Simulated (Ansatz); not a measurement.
The figure comes from a scan of GaAs (zinc blende): the cell is scaled evenly about its relaxed volume V₀. All values below come from PBE (plane waves to 420 eV, PAW, scalar-relativistic; Ansatz, a program for electronic structure). k mesh 10×10×10 (Γ-centred), Fermi-Dirac smearing 0.05 eV. Energies are smeared free energies. GaAs was relaxed with its symmetry unable to fall. The zero of ΔE is the relaxed starting cell.

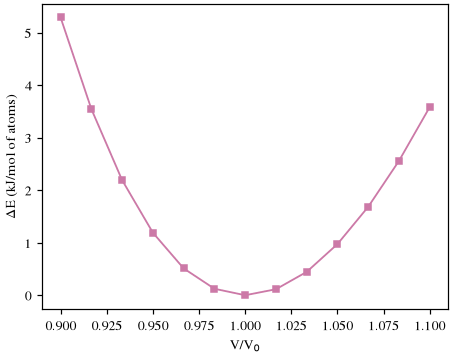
*ΔE (kJ/mol of atoms) against V/V₀; one marker a computed point.*

Q: List the plotted points as numbers.

A: To the nearest 0.1:

```csv
V/V₀,ΔE (kJ/mol of atoms)
0.900,5.3
0.917,3.5
0.933,2.2
0.950,1.2
0.967,0.5
0.983,0.1
1.000,0.0
1.017,0.1
1.033,0.4
1.050,1.0
1.067,1.7
1.083,2.6
1.100,3.6
```

(Under strain, the slope of the energy per volume gives the stress and its curvature an elastic modulus.)
